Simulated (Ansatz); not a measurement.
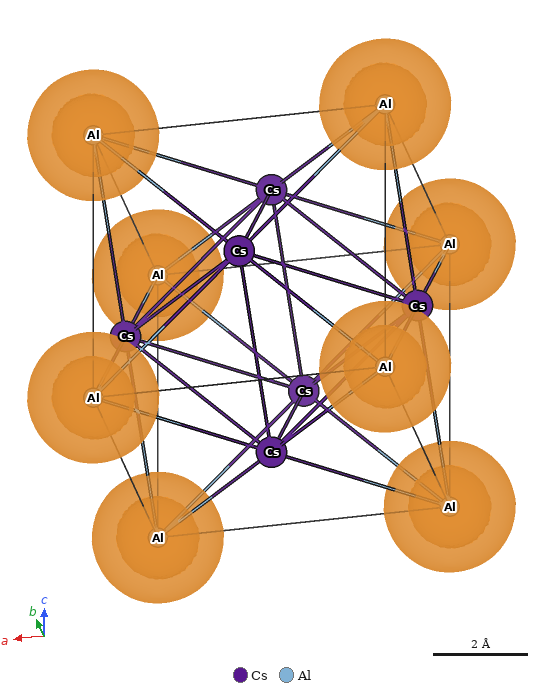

Cs3Al. Isosurface of the electron localisation function at 0.8 (orange), seen at an oblique angle. Core shells and regions of very low density are left out. Sticks mark near contacts.

Space group Pm-3m; started from the Cu3Au (L1_2)_221 prototype, which need not be the ambient phase.

Theory: DFT PBE, scalar-relativistic, plane waves, PAW in Ansatz.

> What do the ELF domains correspond to?

The surface consists of one region wrapped around Al (its valence shell), counted in one cell of 4 atoms. Any copies at cell faces, edges or corners count once. Profiles from the grid: Cs–Cs (4.54 Å): the ELF is about 0 at the midpoint (no shared electron pair shows on this line). Cs–Al (4.54 Å): the ELF is about 0.15 at the midpoint; no localised pair shows between them.
